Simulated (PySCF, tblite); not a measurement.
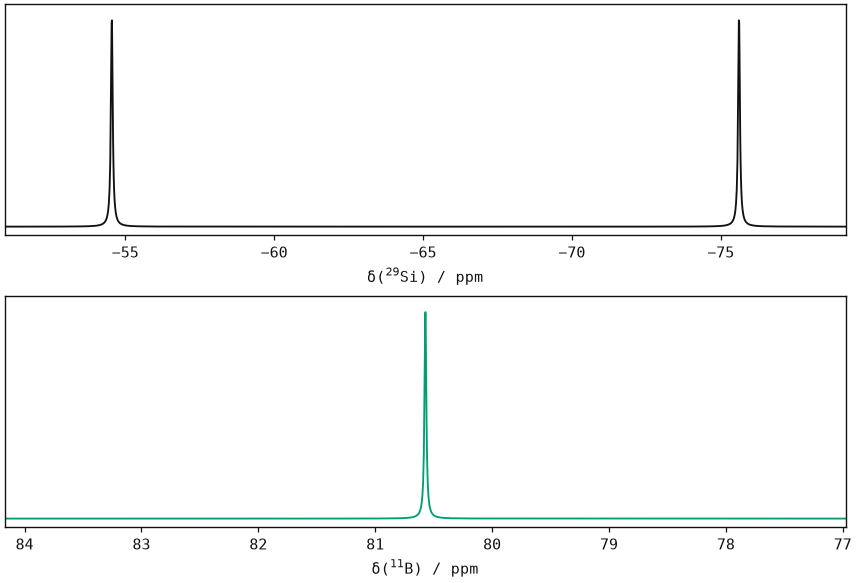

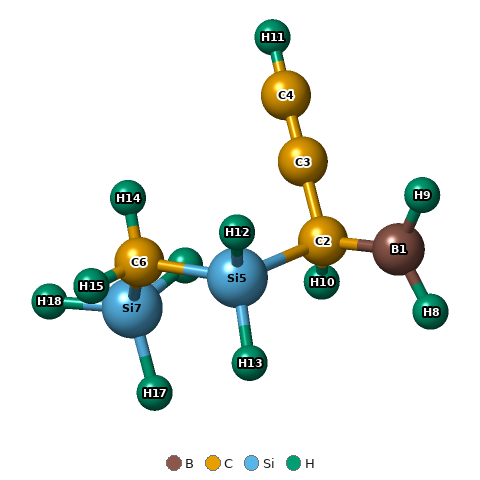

Spectrum and numbered structure of C₄H₁₁BSi₂, SMILES B[C@H](C#C)[SiH2]C[SiH3]. GIAO shifts, PBE0/pcSseg-1, PySCF 2.14.0, at a GFN2-xTB geometry (a minimum by its frequencies), against TMS for ²⁹Si and BF₃.OEt₂ for ¹¹B computed at the same level. Gas phase, fully decoupled, line heights follow the number of nuclei, widths are arbitrary (no quadrupolar broadening); values of one conformer, averaged over nuclei that symmetry or rotation about single bonds exchange, these motions taken as fast; other conformers aren't averaged in.

Question: Assign the ²⁹Si signals to the numbered atoms.

Answer:
```csv
δ (ppm),nuclei,atoms
−54.5,1,Si5
−75.6,1,Si7
```

Question: Where does the ¹¹B line lie?

Answer: At 80.6 ppm (B1).

Note: the tight-binding geometry is rougher than a DFT one and adds to the error.
